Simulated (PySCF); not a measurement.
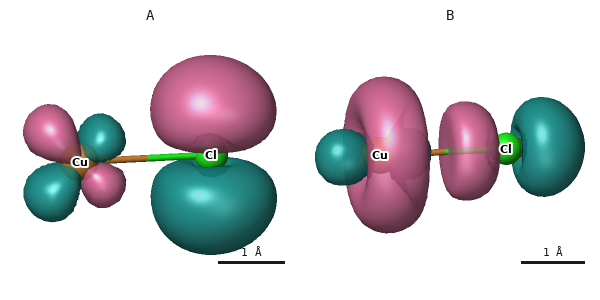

*CuCl. Two frontier orbitals, each drawn at the value that holds 80 % of its norm (teal and pink are the two phases), in no order; of a degenerate pair one member is drawn.*

These are results of PBE0/def2-TZVPPD, non-relativistic Hamiltonian with scalar-relativistic core potentials where named, at a bond length of 2.083 Å (PySCF 2.14.0), not measurements.

**Label each orbital by symmetry, say whether it is occupied, and order them by energy.**

Orbital B: σ, occupied, −7.81 eV; mainly on Cu (75 %).
Orbital A: π, occupied, −7.53 eV; shared between the atoms (Cu 30 %, Cl 70 %).
